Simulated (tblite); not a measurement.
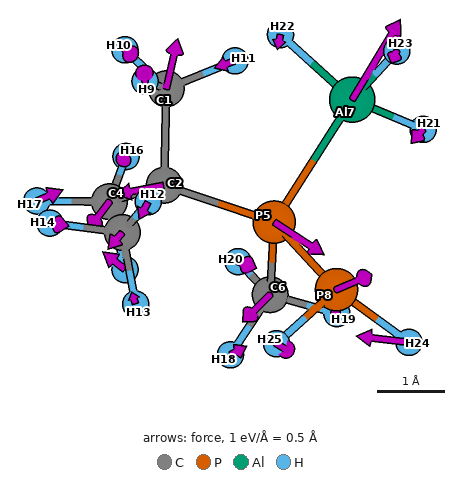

Starting geometry of C5H17AlP2 with the computed forces as purple arrows. A ball-and-stick model, seen at a tilt.

Method: tblite 0.8.0, GFN2-xTB geometry optimisation, gas phase. 

Question: Is this structure relaxed? If not, where do the atoms go?

Answer: It isn't relaxed: the largest force vector, on the Al atom, is 3.13 eV/Å. The final displacements have little in common with the starting forces (cosine between the two patterns 0.26). The atom that moves furthest after the best rigid fit is an H atom (2.58 Å). Largest moves by element: H 2.58 Å, C 0.70 Å, Al 0.42 Å, P 0.39 Å. Near-neighbour distances that change, for instance: Al–H 2.315 → 3.971 Å, Al–P 2.302 → 2.488 Å, H–P 1.476 → 1.395 Å, C–P 1.798 → 1.873 Å. Bond angles that change, for instance: P–P–H 113.3° → 90.8°, H–P–H 111.7° → 91.7°, C–P–Al 105.6° → 125.2°. Groups turn about C–C by about 70°, C–C by about 25°, C–C by about 20°. The energy falls by 218.0 kJ/mol in 191 geometry steps. Cost: 4 s on 1 thread of Arm Neoverse N1 (shared host).
